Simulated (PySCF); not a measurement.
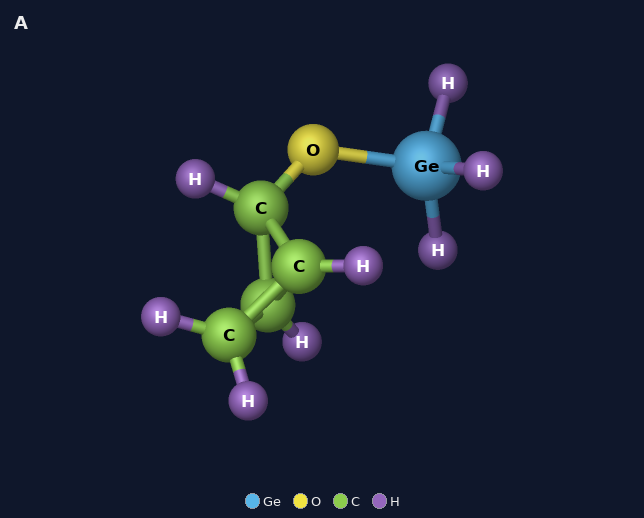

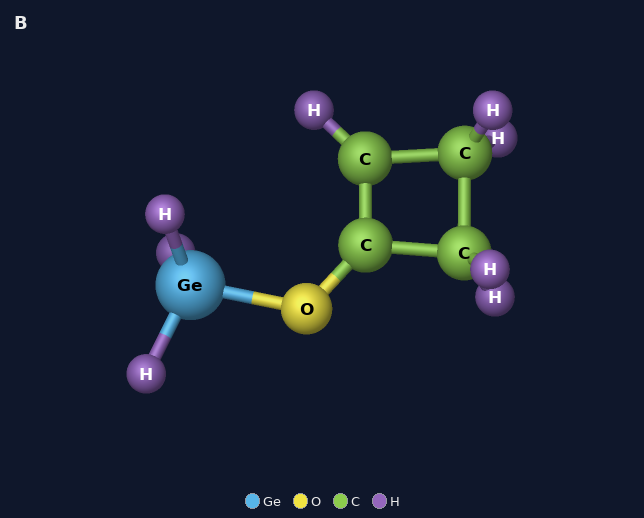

2 stationary structures of one formula. Geometries: PBE0-D3(BJ)/def2-SVP. Electronic energies: PBE0-D3(BJ)/def2-SVP (PySCF 2.14.0), without zero-point energy. No frequency run is at hand to confirm each as a minimum. Each is one conformer, not always the lowest.

### Which is lowest in energy, and by how much?

B is lowest; A lies 88.4 kJ/mol above it. A is `[GeH3][O][C@H]1[C@@H]2C[C@@H]21`, B is `[GeH3][O]C1=CCC1`.
